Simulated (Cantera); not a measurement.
Feed: 1 mol Si, 9.5 mol HBr, 0.89 mol H2, at 6.80 mbar.

Equilibrium computed with Cantera from the NASA thermochemical tables; the gas is ideal and each condensed phase is pure. Candidate condensed phases: Br2, Si; 19 gas species. The tables' values for SiBr3 are old estimates; treat these amounts as uncertain. Rates play no part.

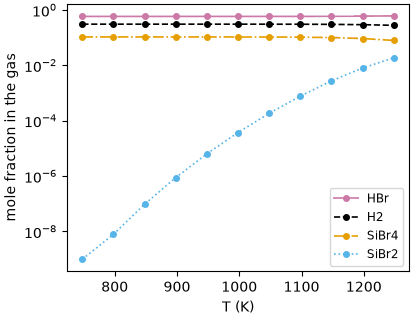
*Equilibrium gas composition (values under 1e-9 drawn at 1e-9)*

Problem. Read off the mole fractions at 998 K.

Solution. HBr about 0.59, H2 about 0.31, SiBr4 about 0.11, SiBr2 about 3.8e-5.
